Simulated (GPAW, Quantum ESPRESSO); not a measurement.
Consider Ag (Silver, Fm-3m).

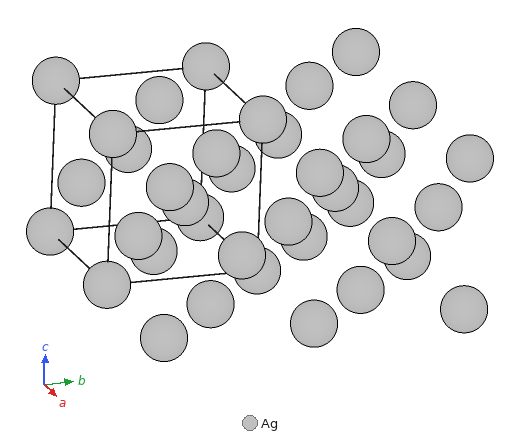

The structure (silver light grey). 2×2×1 conventional cells are drawn. Some periodic images of atoms are drawn too.

```cif
data_structure
_symmetry_space_group_name_H-M 'P 1'
_symmetry_Int_Tables_number 1
_cell_length_a 2.8889
_cell_length_b 2.8889
_cell_length_c 2.8889
_cell_angle_alpha 60.000
_cell_angle_beta 60.000
_cell_angle_gamma 60.000
_cell_volume 17.05
loop_
_atom_site_label
_atom_site_type_symbol
_atom_site_fract_x
_atom_site_fract_y
_atom_site_fract_z
_atom_site_occupancy
Ag1 Ag 0.00000 0.00000 0.00000 1
```

Absorber: atom 1, with 12 Ag at 2.89 Å (cuboctahedral, site symmetry m-3m). Method: Quantum ESPRESSO XSpectra, PBE, excited-electron core hole (neutral cell), 8-atom cell with 5.8 Å between holes, 5×5×5 k points, dipole transitions, Lorentzian half width 1.2 eV.

Q: Predict the near-edge structure at the Ag L₃ edge.

Main maxima up to 30 eV above the zero (height): 9.6 eV (1.17), 16.4 eV (1.32), 23.2 eV (1.49) and 25.6 eV (1.55). At an L edge the dipole rule selects empty d and s states; the absorber's d shell is nominally full, so the onset shows only d character mixed into the empty bands. 

The Ag L₃ spectrum (energy from the energy zero of the input (xe0, at the border of filled and empty states); intensity scaled to a mean of 1 over the first 20 eV; the points at xe0, where the cut of filled states can leave a spike, are interpolated):

```tsv
E (eV)	intensity
-2.0	0.13
-0.5	0.25
1.0	0.47
2.5	0.62
4.0	0.82
5.5	0.89
7.0	1.07
8.5	1.13
10.0	1.16
11.5	1.13
13.0	1.05
14.5	1.05
16.0	1.26
17.5	1.25
19.0	1.13
20.5	0.92
22.0	1.30
23.5	1.47
25.0	1.50
26.5	1.47
28.0	1.22
29.5	1.22
31.0	1.18
```

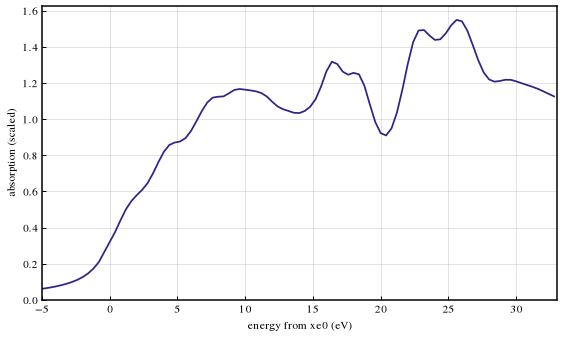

The Ag L₃ edge.

Only the L₃ part is meant: spin–orbit coupling of the core level isn't computed and the L₂ copy isn't added. XSpectra leaves a spike where filled states are cut (about half a line width round xe0); it is interpolated away in tables and plots. The holes are only 5.8 Å apart, so the shape is probably not converged with cell size; no larger cell was run here. Lifetime broadening is put in by hand, and intensities beyond about 20 eV depend on it and on the partial waves. The structure is a published determination, not relaxed.

[Banner, clock and machine lines of the logs are left out without a mark of their own.]

[Logs are printed without paths, hosts, clocks, repeated set-up lines and the standing remarks that a program may print on its own settings, such as how far it seeks lower states.]

[Hosts, paths, dates, database ids (printed as entryN), source tags and the programs' standing remarks are cut or masked in the printed files.]

[Lists of maxima count a maximum above −3 eV only where it reaches 4 % of the highest in the window and stands out from its surroundings by 2 % of it (1.5 % where it reaches 55 %); shoulders and weaker maxima are passed over, and of the rest the first, up to two pre-edge ones and the few strongest are named.]
